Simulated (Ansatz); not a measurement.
System: AlBClH3N (SMILES B1[NH][AlH]<-[Cl]1) (doublet).

The calculation's input:

```
crystal:
  periodic: [false, false, false]
  atoms:
    - {symbol: Al, position_ang: [0.707275, 1.568346, 0.370683]}
    - {symbol: B, position_ang: [-0.777369, 0.084474, -1.247779]}
    - {symbol: Cl, position_ang: [0.910649, 0.430472, -1.965654]}
    - {symbol: N, position_ang: [-0.915662, 0.689781, -0.026301]}
    - {symbol: H, position_ang: [0.750556, 3.132675, 0.026113]}
    - {symbol: H, position_ang: [-1.774192, 0.578957, 0.504678]}
    - {symbol: H, position_ang: [-1.508246, -0.598960, -1.906375]}
basis:
  gaussian:
    orbitals: def2-TZVPD
magnetization:
  spin_polarized: true
  initial_magnetization: 1
hamiltonian:
  xc: {name: PBE0}
output: {forces: true, orbitals: {seedname: orbitals}}
```

Launched as:

```sh
ansatz run input.yaml --threads 1 --pin off --max-ram 2610MiB --events-out events.jsonl --progress --plain --runs-dir runs
```

Geometry: B3LYP-D3(BJ)/def2-SVP.

The calculation used Ansatz 0.2.0, isolated molecule in a Gaussian basis; Kohn-Sham density functional theory, functional PBE0.

What can the converged electron density, electron localisation function and spin density tell about the bonding?

B–N (1.37 Å): ρ at the midpoint is about 2.1 e/Å³; the ELF peaks at about 0.90 between the atoms; a polar covalent bond.
B–Cl (1.87 Å): the density is about 1.1 e/Å³ at the midpoint; the ELF peaks at about 0.90 between the atoms, as expected for a shared but strongly polarised pair.
Al–N (1.89 Å): ρ is about 0.69 e/Å³ halfway; the ELF peaks at about 0.90 in the valence shell of N, 0.7 Å from its nucleus, and is about 0.70 at the midpoint.
Al–Cl (2.61 Å): ρ is about 0.27 e/Å³ halfway, with its minimum of 0.17 e/Å³ about 1.0 Å from Al; the ELF peaks at about 0.85 in the valence shell of Cl, 0.8 Å from its nucleus, and is about 0.55 at the midpoint.
The unpaired spin (1 electron) lies mostly on Al1 (about 0.8) and H5 (about 0.1), in electrons by Hirshfeld's partition.

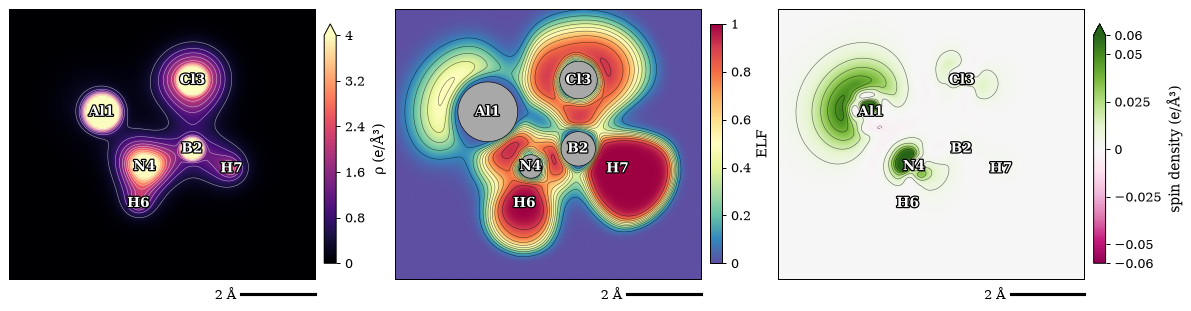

Computed electron density, electron localisation function and spin density on the plane of atoms Cl3, B2 and N4, in this order. Grey discs cover the atomic cores in the ELF map. 
